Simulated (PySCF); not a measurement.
SMILES CO[CH]C(C)O (C4H9O2), doublet at its GFN2-xTB optimised geometry (Å):

```
15

C     -0.2945    -0.1651     0.0000
O     -0.8016    -0.8724     1.1000
C     -0.4796    -0.3687     2.3288
C     -1.1644    -0.9613     3.5039
C     -0.1535    -1.4562     4.5497
O     -2.0124     0.0364     4.0698
H      0.8016    -0.1651     0.0000
H     -0.6463     0.8724     0.0000
H     -0.6567    -0.6732    -0.8923
H     -0.0666     0.6243     2.3909
H     -1.7703    -1.8110     3.1528
H     -0.6700    -1.9034     5.3978
H      0.4466    -0.6206     4.9019
H      0.5016    -2.2010     4.1077
H     -2.3459    -0.2858     4.9152
```

Method: unrestricted PBE0/def2-TZVP (PySCF 2.14.0).

Map of the deformation density (molecule minus spherical neutral atoms) (e/bohr³) on the plane z = 0.6 Å:

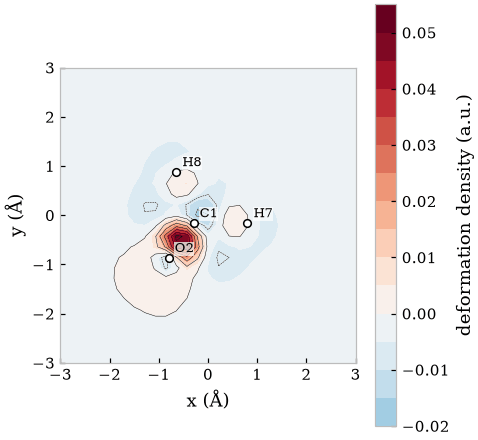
Deformation density (molecule minus spherical neutral atoms) (e/bohr³) on the plane z = 0.6 Å.
